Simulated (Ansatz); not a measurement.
# C₂H₄SSi: from a rough start to a minimum

The task is to find a stationary geometry of C₂H₄SSi, check the end point by its vibrations and derive ideal-gas thermochemistry.

Method: RKS PBE0-D4/def2-TZVP; program: Ansatz 0.2.0, Gaussian basis.

The runs, in order: relaxation at PBE-D4/def2-SVP; relaxation at PBE0-D4/def2-TZVP; harmonic vibrations at the same level.

1 further run of the same task is left out (set aside as unsound or not needed).

### Step 1. The system as given

8 atoms, charge 0, spin multiplicity 1.

Atoms are counted from 1 here; the program's logs count them from 0.

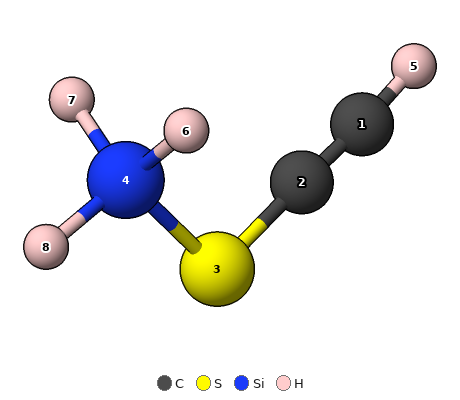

Start geometry, drawn with carbon dark grey, sulfur yellow, silicon blue, hydrogen pink; atoms are numbered from 1 in the order of the file.

The start is a force-field geometry with small random shifts, so a cheaper pass at PBE-D4/def2-SVP comes first.

### Step 2. Geometry optimisation, PBE-D4/def2-SVP (cheap first pass)

Contents of in.yaml:

```yaml
crystal:
  periodic: [false, false, false]
  atoms:
    - {symbol: C, position_ang: [2.179500, 1.116000, 0.090000]}
    - {symbol: C, position_ang: [1.436000, 0.224800, 0.379000]}
    - {symbol: S, position_ang: [0.453100, -1.094100, 0.803300]}
    - {symbol: Si, position_ang: [-1.318300, -0.645700, -0.122100]}
    - {symbol: H, position_ang: [2.752900, 1.978600, -0.203000]}
    - {symbol: H, position_ang: [-1.921000, 0.643200, 0.408300]}
    - {symbol: H, position_ang: [-1.174600, -0.549200, -1.583800]}
    - {symbol: H, position_ang: [-2.315600, -1.730900, 0.172600]}
basis:
  gaussian: {orbitals: def2-SVP}
hamiltonian: {xc: pbe, dispersion: d4}
relax: {f_tol: 0.03, max_steps: 200}
```

The run is started by

```bash
$ ansatz run in.yaml --threads 2 --pin off --events-out ev --progress --plain --max-ram 4352MiB
```

The program printed (excerpt; [...] marks lines left out):

```text
Functional definition: PBE
  name "PBE"
  cite "Perdew, Burke & Ernzerhof, Phys. Rev. Lett. 77, 3865 (1996) doi:10.1103/PhysRevLett.77.3865"
  parent pbe
[...]
949 factors; their error is unknown
[...]
mean field -20830.94868875 eV, -765.5232445875 hartree, gradient 5.9e-5 eV, S^2 0.000000; 0 other end points of the search recorded, 0 dependent functions left out
[...]
reference -20830.94872072 eV, -765.5232457622 hartree; 23, 23 occupied and 61, 61 virtual orbitals, 949 factors
relax step   1: F+E_penalty+E_count = -20831.13475965 eV  Δ(F+E_penalty+E_count) = +0.000e0 eV  max|allowed force component| = 2.479e0 eV/Å  Δτ_max = 0.0000 Å  (26 SCF iters, accepted)
[...]
relax step   4: F+E_penalty+E_count = -20831.38359684 eV  Δ(F+E_penalty+E_count) = -2.424e-3 eV  max|allowed force component| = 1.541e-1 eV/Å  Δτ_max = 0.0136 Å  (29 SCF iters, accepted)
[...]
relax step   5: F+E_penalty+E_count = -20831.38729382 eV  Δ(F+E_penalty+E_count) = -3.697e-3 eV  max|allowed force component| = 2.727e-2 eV/Å  Δτ_max = 0.0404 Å  (28 SCF iters, accepted)
949 factors; their error is unknown
mean field -20831.20192325 eV, -765.5325507835 hartree, gradient 2.6e-5 eV, S^2 0.000000; 1 other end points of the search recorded, 0 dependent functions left out
[...]
reference -20831.20195513 eV, -765.5325519553 hartree; 23, 23 occupied and 61, 61 virtual orbitals, 949 factors
Total energy: -20831.38732570 eV, -765.5393641982 hartree
Atom 0 at     2.114860     1.140615     0.066535 Å, force     0.022809    -0.011892     0.017269 eV/Å
Atom 1 at     1.419148     0.181661     0.389696 Å, force    -0.013866     0.027271    -0.020940 eV/Å
Atom 2 at     0.503449    -1.164804     0.865038 Å, force     0.006196    -0.001606     0.002630 eV/Å
Atom 3 at    -1.360814    -0.617091    -0.138230 Å, force     0.004693     0.003196    -0.000912 eV/Å
Atom 4 at     2.736470     1.980801    -0.211023 Å, force    -0.024520    -0.013539    -0.001827 eV/Å
Atom 5 at    -1.880790     0.682963     0.401094 Å, force     0.006964     0.000490     0.001455 eV/Å
Atom 6 at    -1.144049    -0.517260    -1.619544 Å, force     0.005283     0.000519     0.002167 eV/Å
Atom 7 at    -2.296274    -1.744186     0.190734 Å, force    -0.007558    -0.004439     0.000158 eV/Å
Dipole moment:    -0.214363     0.093313    -0.133339 e Å
```

It took 8.5 s on 2 threads of Arm Neoverse V1, shared host.

The steps of the relaxation:

| step | energy from step 1 (eV) | largest force component (eV/Å) |
| --- | --- | --- |
| 1 | 0.0000 | 2.4793 |
| 2 | -0.2309 | 0.3455 |
| 3 | -0.2464 | 0.2313 |
| 4 | -0.2488 | 0.1541 |
| 5 | -0.2525 | 0.0273 |

Distances of close pairs at the start and the end, largest changes first:

```csv
bond,before (Å),after (Å),change (Å)
S3–Si4,2.048,2.187,+0.139
C1–C2,1.196,1.228,+0.032
Si4–H7,1.472,1.500,+0.029
Si4–H6,1.518,1.500,-0.018
C1–H5,1.076,1.081,+0.005
C2–S3,1.699,1.696,-0.002
Si4–H8,1.503,1.501,-0.002
```

### Step 3. Relaxation at PBE0-D4/def2-TZVP

Contents of in.yaml:

```yaml
crystal:
  periodic: [false, false, false]
  atoms:
    - {symbol: C, position_ang: [2.114860, 1.140615, 0.066535]}
    - {symbol: C, position_ang: [1.419148, 0.181661, 0.389696]}
    - {symbol: S, position_ang: [0.503449, -1.164804, 0.865038]}
    - {symbol: Si, position_ang: [-1.360814, -0.617091, -0.138230]}
    - {symbol: H, position_ang: [2.736470, 1.980801, -0.211023]}
    - {symbol: H, position_ang: [-1.880790, 0.682963, 0.401094]}
    - {symbol: H, position_ang: [-1.144049, -0.517260, -1.619544]}
    - {symbol: H, position_ang: [-2.296274, -1.744186, 0.190734]}
basis:
  gaussian: {orbitals: def2-TZVP}
hamiltonian: {xc: pbe0, dispersion: d4}
relax: {f_tol: 0.005, max_steps: 150}
```

The command is unchanged.

The program printed (excerpt; [...] marks lines left out):

```text
Functional definition: PBE0
  name "PBE0"
  cite "Adamo & Barone, J. Chem. Phys. 110, 6158 (1999) doi:10.1063/1.478522"
  cite "Perdew, Burke & Ernzerhof, Phys. Rev. Lett. 77, 3865 (1996) doi:10.1103/PhysRevLett.77.3865"
  parent pbe
[...]
1075 factors; their error is unknown
[...]
mean field -20841.95389557 eV, -765.9276784783 hartree, gradient 6.1e-5 eV, S^2 0.000000; 0 other end points of the search recorded, 0 dependent functions left out
[...]
reference -20841.95392704 eV, -765.9276796349 hartree; 23, 23 occupied and 137, 137 virtual orbitals, 1075 factors
relax step   1: F+E_penalty+E_count = -20842.11121439 eV  Δ(F+E_penalty+E_count) = +0.000e0 eV  max|allowed force component| = 1.423e0 eV/Å  Δτ_max = 0.0000 Å  (28 SCF iters, accepted)
[...]
reference -20842.00800480 eV, -765.9296669561 hartree; 23, 23 occupied and 137, 137 virtual orbitals, 1075 factors
Total energy: -20842.16771142 eV, -765.9355360661 hartree
Atom 0 at     2.057261     1.117593     0.061528 Å, force    -0.001927    -0.001768     0.000454 eV/Å
Atom 1 at     1.392362     0.167774     0.387945 Å, force    -0.000169    -0.001929     0.001049 eV/Å
Atom 2 at     0.498418    -1.173926     0.865310 Å, force     0.004121     0.002502    -0.000035 eV/Å
Atom 3 at    -1.325018    -0.606223    -0.132703 Å, force    -0.000480     0.000610    -0.000589 eV/Å
Atom 4 at     2.646286     1.955975    -0.225797 Å, force    -0.000157     0.000007    -0.000057 eV/Å
Atom 5 at    -1.810822     0.686152     0.404281 Å, force    -0.000447     0.000243    -0.000627 eV/Å
Atom 6 at    -1.088749    -0.503642    -1.591550 Å, force    -0.000665     0.000446    -0.000232 eV/Å
Atom 7 at    -2.277738    -1.701005     0.175286 Å, force    -0.000277    -0.000112     0.000037 eV/Å
Dipole moment:    -0.182939     0.097472    -0.124310 e Å
```

Run time: 27 s. Hardware: 2 threads of Arm Neoverse V1, shared host; peak memory 0.34 GiB.

Along the way:

```
step  energy from step 1 (eV)  largest force component (eV/Å)
   1                   0.0000                          1.4234
   2                  -0.0537                          0.2020
   3                  -0.0560                          0.1053
   4                  -0.0564                          0.0271
   5                  -0.0565                          0.0087
   6                  -0.0565                          0.0041
```

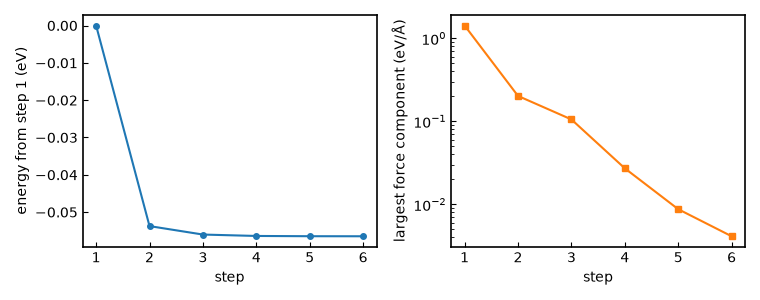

Energy and force, step by step.

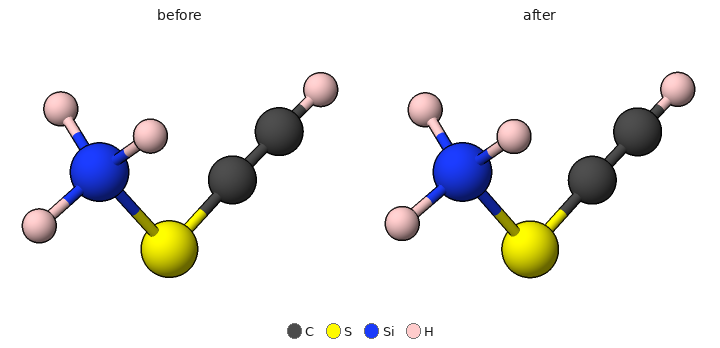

The geometry before (left) and after (right).

Close pairs (by a distance rule), those that changed most:

```
  bond  before (Å)  after (Å)  change (Å)
S3–Si4       2.187      2.155      -0.032
 C1–C2       1.228      1.204      -0.024
Si4–H6       1.500      1.481      -0.019
Si4–H7       1.500      1.481      -0.019
Si4–H8       1.501      1.484      -0.018
 C1–H5       1.081      1.064      -0.017
 C2–S3       1.696      1.681      -0.015
```

Mulliken charges of the relaxed molecule (report file):

| atom | value (e) |
| --- | --- |
| C1 | -0.14 |
| C2 | -0.06 |
| S3 | -0.11 |
| Si4 | 0.14 |
| H5 | 0.18 |
| H6 | 0.00 |
| H7 | 0.00 |
| H8 | -0.01 |

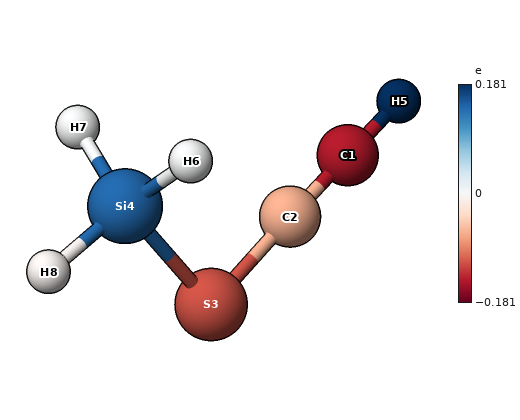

Mulliken charges of the relaxed molecule (report file), as colours on the atoms.

### Step 4. Force constants and modes

Contents of in.yaml:

```yaml
crystal:
  periodic: [false, false, false]
  atoms:
    - {symbol: C, position_ang: [2.057261, 1.117593, 0.061528]}
    - {symbol: C, position_ang: [1.392362, 0.167774, 0.387945]}
    - {symbol: S, position_ang: [0.498418, -1.173926, 0.865310]}
    - {symbol: Si, position_ang: [-1.325018, -0.606223, -0.132703]}
    - {symbol: H, position_ang: [2.646286, 1.955975, -0.225797]}
    - {symbol: H, position_ang: [-1.810822, 0.686152, 0.404281]}
    - {symbol: H, position_ang: [-1.088749, -0.503642, -1.591550]}
    - {symbol: H, position_ang: [-2.277738, -1.701005, 0.175286]}
basis:
  gaussian: {orbitals: def2-TZVP}
hamiltonian: {xc: pbe0, dispersion: d4}
phonons: {temperatures: {t_min: 298.15, t_max: 900, t_step: 200}}
```

Same command.

The program printed (excerpt; [...] marks lines left out):

```text
Functional definition: PBE0
  name "PBE0"
  cite "Adamo & Barone, J. Chem. Phys. 110, 6158 (1999) doi:10.1063/1.478522"
  cite "Perdew, Burke & Ernzerhof, Phys. Rev. Lett. 77, 3865 (1996) doi:10.1103/PhysRevLett.77.3865"
  parent pbe
[...]
1075 factors; their error is unknown
[...]
mean field -20842.00797412 eV, -765.9296658287 hartree, gradient 6.1e-5 eV, S^2 0.000000; 0 other end points of the search recorded, 0 dependent functions left out
[...]
reference -20842.00800532 eV, -765.9296669751 hartree; 23, 23 occupied and 137, 137 virtual orbitals, 1075 factors
[...]
1075 factors; their error is unknown
mean field -20842.00785071 eV, -765.9296612934 hartree, gradient 2.5e-6 eV, S^2 0.000000; 0 other end points of the search recorded, 0 dependent functions left out
[...]
reference -20842.00788191 eV, -765.9296624399 hartree; 23, 23 occupied and 137, 137 virtual orbitals, 1075 factors
[...]
Atom 0 at     2.057261     1.117593     0.061528 Å, force    -0.001933    -0.001768     0.000453 eV/Å
Atom 1 at     1.392362     0.167774     0.387945 Å, force    -0.000162    -0.001918     0.001044 eV/Å
Atom 2 at     0.498418    -1.173926     0.865310 Å, force     0.004123     0.002489    -0.000027 eV/Å
Atom 3 at    -1.325018    -0.606223    -0.132703 Å, force    -0.000472     0.000608    -0.000609 eV/Å
Atom 4 at     2.646286     1.955975    -0.225797 Å, force    -0.000160     0.000002    -0.000055 eV/Å
Atom 5 at    -1.810822     0.686152     0.404281 Å, force    -0.000450     0.000252    -0.000623 eV/Å
Atom 6 at    -1.088749    -0.503642    -1.591550 Å, force    -0.000667     0.000445    -0.000220 eV/Å
Atom 7 at    -2.277738    -1.701005     0.175286 Å, force    -0.000277    -0.000111     0.000037 eV/Å
Dipole moment:    -0.182939     0.097473    -0.124311 e Å
Vibrations: 107.80 139.48 369.17 380.31 494.53 592.52 611.76 639.72 695.19 735.25 905.78 925.32 948.53 2166.52 2238.25 2255.54 2257.25 3481.97 cm⁻¹, zero-point energy 1.236425 eV
```

It took 2.4 min on 2 threads of Arm Neoverse V1, shared host; peak memory 0.34 GiB.

Motions are named by where the mode's potential energy lies. Wavenumbers, unscaled:

| mode | cm⁻¹ | motion |
| --- | --- | --- |
| 1 | 108 | bend |
| 2 | 139 | torsion |
| 3 | 369 | bend |
| 4 | 380 | bend |
| 5 | 495 | Si–S stretch |
| 6 | 593 | bend |
| 7 | 612 | bend |
| 8 | 640 | bend |
| 9 | 695 | bend |
| 10 | 735 | C–S stretch |
| 11 | 906 | bend |
| 12 | 925 | bend |
| 13 | 949 | bend |
| 14 | 2167 | C–C stretch |
| 15 | 2238 | Si–H stretch |
| 16 | 2256 | Si–H stretch |
| 17 | 2257 | Si–H stretch |
| 18 | 3482 | C–H stretch |

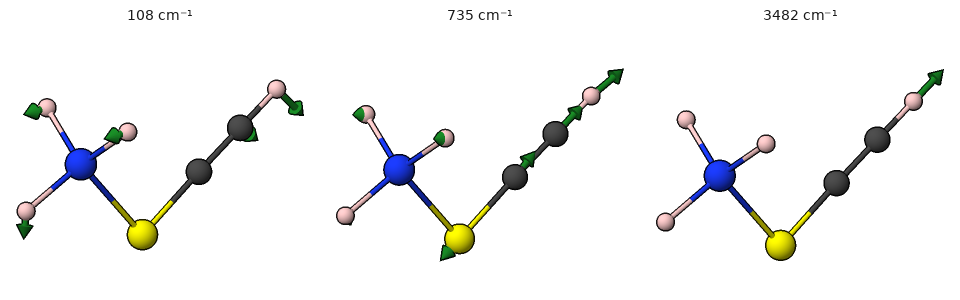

Displacements of 3 modes, as arrows.

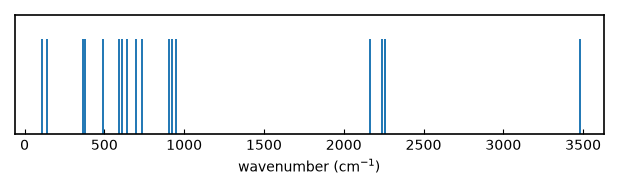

The harmonic wavenumbers as sticks (no intensities were computed).

Ideal gas, rigid rotor and harmonic oscillator at 298.15 K and 1 bar, with symmetry number 1:

```csv
term,value
zero-point energy,28.5 kcal/mol
H(298) − E,32.8 kcal/mol
"entropy, translation",164.7 J/(mol K)
"entropy, rotation",109.1 J/(mol K)
"entropy, vibration",46.7 J/(mol K)
"entropy, total",320.5 J/(mol K)
```

### Step 5. Summary of results

| quantity | value |
| --- | --- |
| point group | Cs |
| steps | 5 + 6 |
| shift from the start (rms) | 0.096 Å |
| total energy | -20842.1677 eV |
| dispersion term | -160 meV |
| dipole moment | 1.16 D |
| lowest, highest wavenumber | 108, 3482 cm⁻¹ |
| zero-point energy | 28.5 kcal/mol |
| entropy at 298.15 K | 320.5 J/(mol K) |

In words: The relaxed geometry lies 0.10 Å (rms) from the start; the bond that changed most is S3–Si4, from 2.048 to 2.155 Å. No mode is imaginary: a true minimum at this level. The stiffest mode, 3482 cm⁻¹, is a C–H stretch, and 2 modes under 200 cm⁻¹ make the vibrational entropy uncertain. Harmonic hybrid wavenumbers usually lie a few per cent above measured fundamentals. The largest Mulliken charge, +0.18 e, sits on H5.
